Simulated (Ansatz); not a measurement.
CaB$_{3}$Sb$_{3}$

The calculation's input:

```
crystal:
  lattice:
    - [5.1516378182, 0.0, 0.0]
    - [0.0, 5.1516378182, 0.0]
    - [0.0, 0.0, 5.1516378182]
  atoms:
    - { symbol: Ca, position: [0.0, 0.0, 0.0] }
    - { symbol: B, position: [0.0, 0.5, 0.0] }
    - { symbol: B, position: [0.5, 0.0, 0.0] }
    - { symbol: B, position: [0.0, 0.0, 0.5] }
    - { symbol: Sb, position: [0.0, 0.5, 0.5] }
    - { symbol: Sb, position: [0.5, 0.0, 0.5] }
    - { symbol: Sb, position: [0.5, 0.5, 0.0] }
basis:
  ecutwfc: 420
kpoints:
  mp_grid: { grid: [8, 8, 8] }
hamiltonian:
  xc: pbe
scf:
  occupations: { method: gaussian, width: 0.1 }
output:
  forces: true
  stress: true
  eigenvalues: true
  write_density: true
  write_potential: true
  elf: true
  volumetric_format: npy
relax:
  adjacent_minimum: "off"
  f_tol: 0.01
  max_steps: 80
  cell: { stress_tol: 0.05 }
```

Run with:

```sh
ansatz run input.yaml --threads 1 --pin off --max-ram 2048MiB --backend cpu --events-out ev --progress --plain --runs-dir out
```

Below, planes, directions and counts refer to the conventional cell (a = 5.13 Å, b = 5.13 Å, c = 5.13 Å, α = 90.00°, β = 90.00°, γ = 90.00°).

The fields are those of the relaxed geometry.

Space group Pm-3m; a structure generated by program, which may or may not match a known phase.

Computed with Ansatz 0.2.0, DFT PBE, scalar-relativistic, plane waves, PAW.

What can the converged valence pseudo-density and electron localisation function tell about the bonding?

Answer. Ca–B (2.56 Å): the density is about 0.23 e/Å³ at the midpoint; the ELF peaks at about 0.85 in the valence shell of B, 0.8 Å from its nucleus, and is about 0.20 at the midpoint.
B–Sb (2.56 Å): ρ is about 0.36 e/Å³ halfway; the ELF peaks at about 0.75 in the valence shell of B, 0.8 Å from its nucleus, and is about 0.50 at the midpoint.

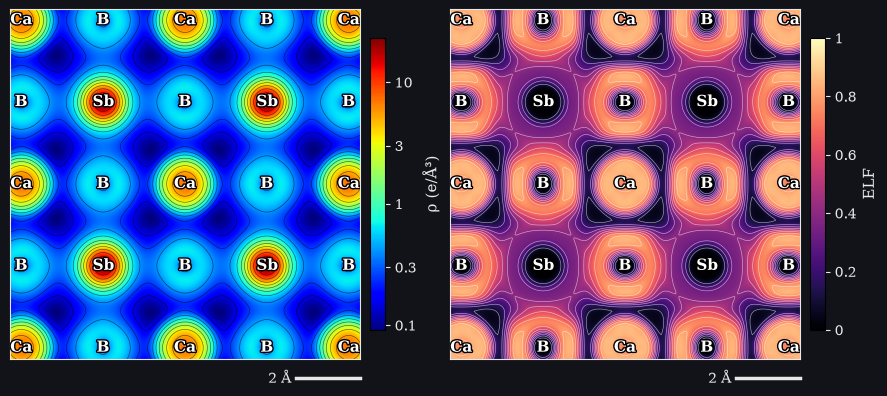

Computed valence pseudo-density and electron localisation function on the (001) plane of the conventional cell, in this order. 

Core electrons are frozen (PAW), and the valence fields are smoothed inside the atomic spheres.
